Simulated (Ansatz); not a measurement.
The reference is Si in the diamond structure (space group Fd-3m, No. 227; a = 5.4021 Å). Axes: x, y, z lie along the cube axes.

The change: compressive biaxial strain of 0.42 % in the plane normal to [111], as in epitaxy on a mismatched substrate; the out-of-plane cell vector and the atoms relax.

Computed with LDA/PAW in Ansatz (a first-principles code), no SOC.

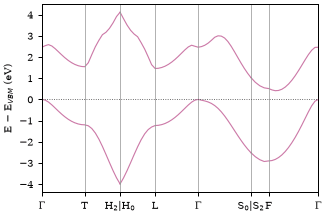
Highest valence and lowest conduction band along the path of the changed cell's own zone

**Question.** Read the changed gap and its character from the plot.

**Answer.** About 0.4 eV, indirect, Γ → F–Γ (13 % along).

Stability against distortions was not tested. Labels are those of the standard path for the cell's own space group.
